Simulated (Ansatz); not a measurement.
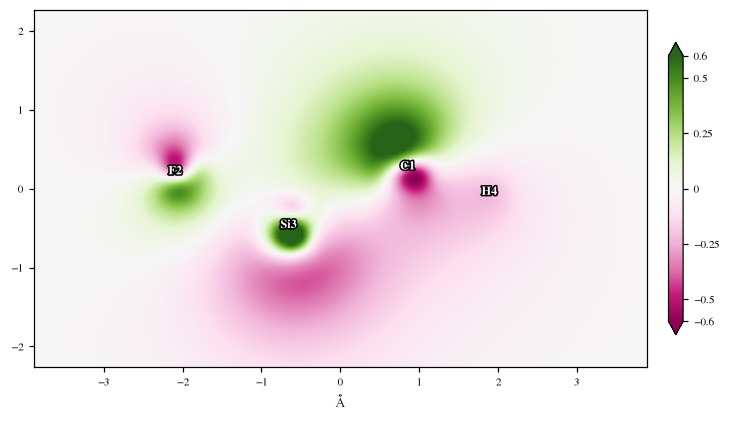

CHFSi (SMILES C#[Si]F). The HOMO−1 on the molecular plane (values in Å⁻³ᐟ²; the overall sign is arbitrary).

Geometry: B3LYP-D4/def2-TZVP.

Computed with Ansatz, isolated molecule in a Gaussian basis; Kohn-Sham density functional theory, functional PBE0.

Q: Describe this orbital and give its energy.

A: By Hirshfeld shares it lies mainly on Si3 (about 50 %) and C1 (about 40 %); it is symmetric in the molecular plane (an in-plane orbital: σ, lone-pair or in-plane π type). Its energy is −7.84 eV.
